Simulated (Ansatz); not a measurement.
# MnPtS3: a trial structure relaxed

The task: take a trial cell of MnPtS3 to zero force and stress.

Computed with Ansatz 0.2.0 (DFT PBE, scalar-relativistic, plane waves, PAW, unless a step's input says otherwise).

## Step 1: The structure to begin with

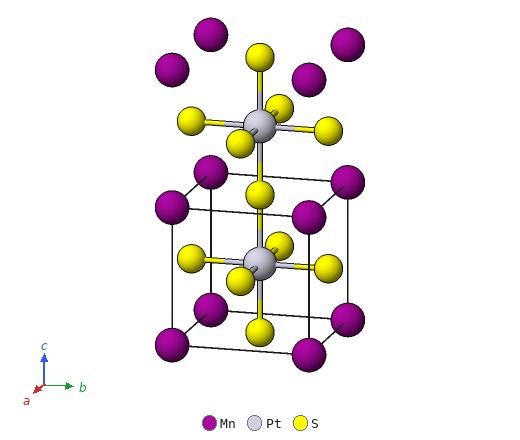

The starting structure, seen slightly off an axis (manganese purple, platinum light grey, sulfur yellow). 1×1×2 cells are drawn. Atoms on the faces are drawn again on the opposite ones.

Coordinates:

```cif
data_structure
_symmetry_space_group_name_H-M 'Pm-3m'
_symmetry_Int_Tables_number 221
_cell_length_a 4.7786
_cell_length_b 4.7786
_cell_length_c 4.7786
_cell_angle_alpha 90.000
_cell_angle_beta 90.000
_cell_angle_gamma 90.000
_cell_volume 109.12
loop_
_atom_site_label
_atom_site_type_symbol
_atom_site_symmetry_multiplicity
_atom_site_Wyckoff_symbol
_atom_site_fract_x
_atom_site_fract_y
_atom_site_fract_z
_atom_site_occupancy
Mn1 Mn 1 a 0.00000 0.00000 0.00000 1
Pt1 Pt 1 b 0.50000 0.50000 0.50000 1
S1 S 3 c 0.00000 0.50000 0.50000 1
```

The cell is invented: species swapped into a database cell of Dy3AlC (Pm-3m, No. 221), with S on the Dy sites, Mn on the Al sites and Pt on the C sites. The dimensions are guesses.

## Step 2: Probe: one point on a coarse mesh

The input, input.yaml:

```yaml
crystal:
  lattice:
    - [4.77858703, 0.0, 0.0]
    - [0.0, 4.77858703, 0.0]
    - [0.0, 0.0, 4.77858703]
  atoms:
    - { symbol: Mn, position: [0.0, 0.0, 0.0], spin: 4.0 }
    - { symbol: Pt, position: [0.5, 0.5, 0.5] }
    - { symbol: S, position: [0.0, 0.5, 0.5] }
    - { symbol: S, position: [0.5, 0.0, 0.5] }
    - { symbol: S, position: [0.5, 0.5, 0.0] }
basis:
  ecutwfc: 420
kpoints:
  mp_grid: { grid: [4, 4, 4] }
hamiltonian:
  xc: pbe
scf:
  occupations: { method: gaussian, width: 0.1 }
  lower_state_search: "off"
output:
  forces: true
  stress: true
  eigenvalues: true
  populations: true
magnetization:
  spin_polarized: true
```

The run is started by

```console
$ ansatz run input.yaml --threads 1 --pin off --max-ram 2048MiB --backend cpu --events-out ev --progress --plain --runs-dir out
```

What it wrote, cut to the lines that bear on the results:

```text
Warning: RAYON_NUM_THREADS=1 ignored (pool sized by the plan → 1); use --threads N
[...]
Pseudopotentials: kind: paw
Pseudopotential: Mn, paw, valence charge 15, recommended cutoff 420 eV (normal), Mn.paw.azcp
Pseudopotential: Pt, paw, valence charge 18, recommended cutoff 420 eV (normal), Pt.paw.azcp
Pseudopotential: S, paw, valence charge 6, recommended cutoff 420 eV (normal), S.paw.azcp
Functional definition: PBE
[...]
Crystal: 5 atoms, lattice volume = 109.119 Å³
Basis set: ecut = 420 eV, 2103 PW (Γ), exchange–correlation on 64×64×64 points (8 copies of the dense FFT grid, shifted against one another)
Bands: 33, of which v1, the nominal top of the filled ones, is band 26 counted from 1 (25 counted from 0)
Symmetry: 48 space group operations
Space group: Pm-3m (ITA 221), of the structure as read, at distance tolerance 4.8e-5 Å
Magnetic group: BNS 221.92 (UNI 1594), of the structure as read, at distance tolerance 4.8e-5 Å
k-points: 10 of 64
[...]
Starting moments: Σ|m| = 4 μB on 1 of 5 sites
[...]
SCF iter   1: F=—  HF=-19146.954218 eV  |F-HF|=—  |Δ(HF+E_count)|=         —  Δρ=3.37e-1 (↑1.38e-1 ↓3.37e-1)  dr2=3.89e2  dr2_m=1.53e1  M=0.544 μB ∫|m|=0.550 μB  β_m=0.30  ethr=3.10e-3  ⟨swp⟩=5.5  Hψ=2415  notcnv=0
[...]
spin=Collinear: Resta preconditioning applied to the charge; magnetization (m = ρ↑ − ρ↓) channel mixes plain (no charge-response kernel on spin).
[...]
SCF converged after 16 iterations
an eigenvalue changed by more than its tolerance at an iteration that met the thresholds in force, so the SCF went on 1 time: the last check found none over its tolerance
Magnetization: 3.9189 μB (27.4595 up, 23.5405 down)
Absolute magnetization: 5.7742 μB (∫|ρ↑−ρ↓|, with the PAW one-centre terms)
Spin contamination: 0.9905 ħ² per cell (⟨S²⟩ above its minimum at these occupations)
Per-site moments (μB) at R_I (Å): [(4.740119661117907, 1.393825658528772), (-0.21731215907502904, 0.9855835749374999), (-0.15432450203414622, 0.9855835749374999), (-0.15432450203414647, 0.9855835749374999), (-0.15432450203414608, 0.9855835749374999)]
Free energy (F): -19125.425059 eV
[...]
E sigma→0 (E₀):  -19125.412768 eV
Entropy (-TS):   -0.024581 eV (-4.916 meV/atom)
Fermi energy:    7.609022 eV
[...]
--- Forces (eV/Å), atoms counted from 1 ---
  atom   1  Mn    -0.00000000     0.00000000     0.00000000
  atom   2  Pt     0.00000000     0.00000000     0.00000000
  atom   3  S      0.00000000     0.00000000     0.00000000
  atom   4  S      0.00000000    -0.00000000    -0.00000000
  atom   5  S      0.00000000    -0.00000000    -0.00000000
[...]
--- Stress (GPa, compression-positive) ---
       -2.937391       0.000000       0.000000
        0.000000      -2.937391       0.000000
       -0.000000       0.000000      -2.937391
  P = ⅓ Tr σ = -2.9374 GPa (-29.374 kbar)
--- Band table (eV; the first three rows and the last of 20) ---
[...]
--- Löwdin populations: 5 sites ---
  site symbol       q [e]    m [muB]
     0     Mn     13.9074     4.8510
     1     Pt     17.3638    -0.2087
     2      S      6.4639    -0.2477
     3      S      6.4639    -0.2477
     4      S      6.4639    -0.2477
  spilling = 0.006611 (of n_electrons = 51.000000)
```

It took 4.6 s on 1 thread of Intel Xeon Platinum 8559C (Emerald Rapids), shared host; peak memory 0.42 GiB.

Site by site:

```csv
atom,moment in the atom's sphere (μB),Löwdin electrons
Mn1,4.74,13.91
Pt2,-0.22,17.36
S3,-0.15,6.46
S4,-0.15,6.46
S5,-0.15,6.46
```

The Löwdin counts miss 0.34 of the 51 electrons, which the atomic orbitals do not span, so they are no charges.

From the probe: pressure -2.9 GPa, largest force 0.00 eV/Å, gap on this mesh none (metal). Pressure and forces are small, so the coarse relaxation is skipped.

## Step 3: Final relaxation

The input, input.yaml:

```yaml
crystal:
  lattice:
    - [4.77858703, 0.0, 0.0]
    - [0.0, 4.77858703, 0.0]
    - [0.0, 0.0, 4.77858703]
  atoms:
    - { symbol: Mn, position: [0.0, 0.0, 0.0], spin: 5.21 }
    - { symbol: Pt, position: [0.5, 0.5, 0.5], spin: -0.24 }
    - { symbol: S, position: [0.0, 0.5, 0.5], spin: -0.17 }
    - { symbol: S, position: [0.5, 0.0, 0.5], spin: -0.17 }
    - { symbol: S, position: [0.5, 0.5, 0.0], spin: -0.17 }
basis:
  ecutwfc: 420
kpoints:
  mp_grid: { grid: [8, 8, 8] }
hamiltonian:
  xc: pbe
scf:
  occupations: { method: gaussian, width: 0.1 }
output:
  forces: true
  stress: true
  eigenvalues: true
  populations: true
magnetization:
  spin_polarized: true
relax:
  adjacent_minimum: "off"
  f_tol: 0.01
  max_steps: 80
  cell: { stress_tol: 0.05 }
```

The run is started by

```console
$ ansatz run input.yaml --threads 1 --pin off --max-ram 2048MiB --backend cpu --events-out ev --progress --plain --runs-dir out
```

What it wrote, cut to the lines that bear on the results:

```text
Warning: where an SCF of this run starts from atoms to list the orders of its open shells, Mn (site 0, from 0) starts with 5.00 μB on its 3d shell, in the place of the 5.21 μB that the deck gives it: its open shells can hold no more by Hund's first rule. To start from spheres of the given [...]
Warning: RAYON_NUM_THREADS=1 ignored (pool sized by the plan → 1); use --threads N
[...]
[... 5 set-up lines as earlier in the session ...]
[...]
Crystal: 5 atoms, lattice volume = 109.119 Å³
Basis set: ecut = 420 eV, 2103 PW (Γ), exchange–correlation on 64×64×64 points (8 copies of the dense FFT grid, shifted against one another)
Bands: 35, of which v1, the nominal top of the filled ones, is band 26 counted from 1 (25 counted from 0)
[... 1 set-up line as earlier in the session ...]
[...]
  P = ⅓ Tr σ = 0.0157 GPa (0.157 kbar)
--- Band table (eV; the first three rows and the last of 70) ---
[...]
--- Relaxed structure (3 steps of the walk, 3 accepted, 1 SCFs on fresh bases) ---
  F+E_penalty+E_count = -19125.25151176 eV   max|allowed force component| = 1.129e-29 eV/Å   (the final SCF, on the basis selected at the relaxed cell)
  cell:  # Å, volume = 104.9638 Å³
    - [4.7171522459086965, -9.950638046000717e-34, -4.49383653690355e-34]
    - [-7.382731453484404e-34, 4.7171522459086965, -6.419766481290786e-35]
    - [-1.925929944387236e-34, -6.419766481290786e-35, 4.7171522459086965]
  atoms:
    - { symbol: Mn, position: [-1.53656465111201e-35, 2.072892886521672e-37, 6.087482908379014e-37] }
    - { symbol: Pt, position: [0.5, 0.5, 0.5] }
    - { symbol: S, position: [2.2670626002061333e-36, 0.5, 0.5] }
    - { symbol: S, position: [0.5, -2.1253711887088195e-37, 0.5] }
    - { symbol: S, position: [0.5, 0.5, 1.3644358240423137e-37] }
--- Löwdin populations: 5 sites ---
  site symbol       q [e]    m [muB]
     0     Mn     13.9069     4.8312
     1     Pt     17.3495    -0.0655
     2      S      6.4680    -0.1526
     3      S      6.4680    -0.1526
     4      S      6.4680    -0.1526
  spilling = 0.006657 (of n_electrons = 51.000000)
```

It took 39 s on 1 thread of Intel Xeon Platinum 8559C (Emerald Rapids), shared host; peak memory 0.59 GiB.

The steps of the relaxation:

```
step  E - E(step 1) (eV/cell)  largest force component (eV/Å)  pressure (GPa)  volume (Å³)
   1                   0.0000                          0.0000           -2.90       109.12
   2                  -0.0394                          0.0000           -0.16       105.18
   3                  -0.0396                          0.0000            0.01       104.96
   4                  -0.0388                          0.0000            0.02       104.96
```

Step 1 is the start. Step 4 repeats the geometry before it on a plane-wave basis chosen anew for that cell, so its energy is not comparable with the rows above.

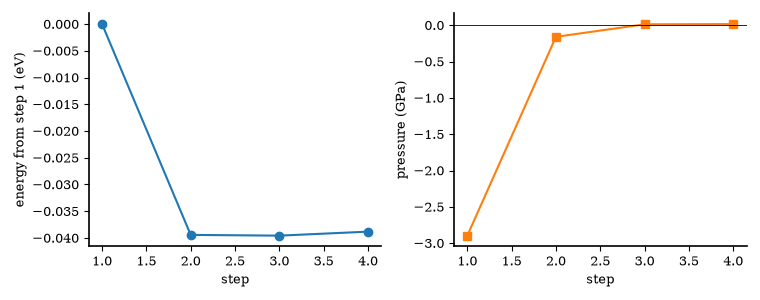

Energy and pressure along the relaxation.

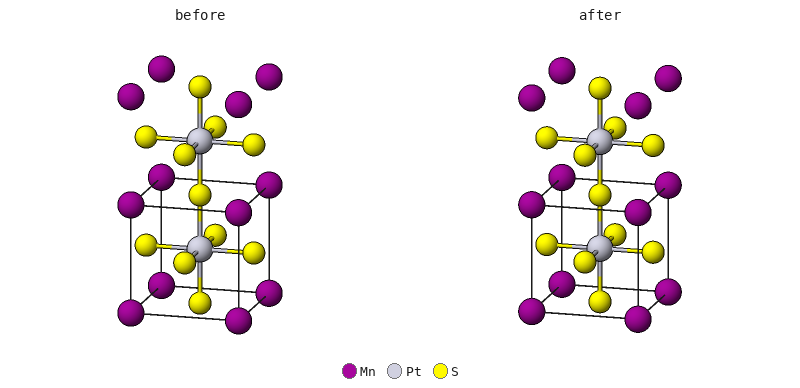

The structure before (left) and after (right) the relaxation, drawn at the same scale. The change is too small to see at this scale.

|  | before | after | change |
| --- | --- | --- | --- |
| a (Å) | 4.779 | 4.717 | -1.3 % |
| b (Å) | 4.779 | 4.717 | -1.3 % |
| c (Å) | 4.779 | 4.717 | -1.3 % |
| volume (Å³/atom) | 21.82 | 20.99 | -3.8 % |
| shortest distance (Å) | 2.389 | 2.359 | -1.3 % |
| space group (0.01 Å) | Pm-3m | Pm-3m | same |

The run keeps the 48 symmetry operations of the start, so it could not have lowered the symmetry.

Per atom:

```csv
atom,moment in the atom's sphere (μB),Löwdin electrons
Mn1,4.72,13.91
Pt2,-0.07,17.35
S3,-0.10,6.47
S4,-0.10,6.47
S5,-0.10,6.47
```

The Löwdin counts miss 0.34 of the 51 electrons, which the atomic orbitals do not span, so they are no charges.

## Step 4: Summary of results

| quantity | value |
| --- | --- |
| symmetry at the end (tolerance 0.05 Å) | space group Pm-3m (No. 221) |
| conventional cell | a = 4.717 Å, b = 4.717 Å, c = 4.717 Å, α = 90.00°, β = 90.00°, γ = 90.00° |
| volume | 20.99 Å³/atom |
| energy over the elements | +0.56 eV/atom |
| gap on the mesh | none (metal) |
| total moment | 4.34 μB/cell |

**Reading.** The space group Pm-3m (No. 221) is kept, and the volume per atom shrinks by 3.8 %. The formation energy is positive, so the separate elements lie lower. Symmetry constrained the relaxation, so the end can be a saddle point. These runs have no spin-orbit coupling; with Pt it would split and shift bands. With one magnetic atom in the cell only ferromagnetic order fits, and without a U such compounds often come out metallic though many are antiferromagnetic insulators. Only one magnetic start was tried.
